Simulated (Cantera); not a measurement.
Input: 1 mol CaCO₃, 0.25 mol H₂, 1.3 mol H₂O, at 7.50 bar.

Equilibrium computed with Cantera from the NASA thermochemical tables; the gas is ideal and each condensed phase is pure. Candidate condensed phases: C, C₆H₆, C₇H₈, C₈H₁₈, Ca, CaCO₃, CaO, Ca(OH)₂, H₂O; 115 gas species. Mutual solubility and eutectic melting of coexisting phases are not modelled. Rates play no part.

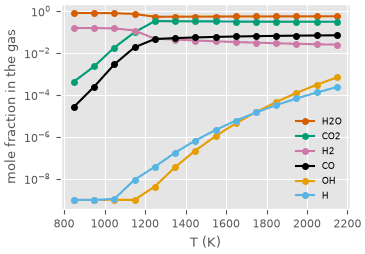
Figure: Equilibrium gas composition (values under 1e-9 drawn at 1e-9)

Read off the mole fractions at 2048 K.

H₂O about 0.58, CO₂ about 0.32, CO about 0.071, H₂ about 0.027, OH about 0.00031, H about 0.00013.
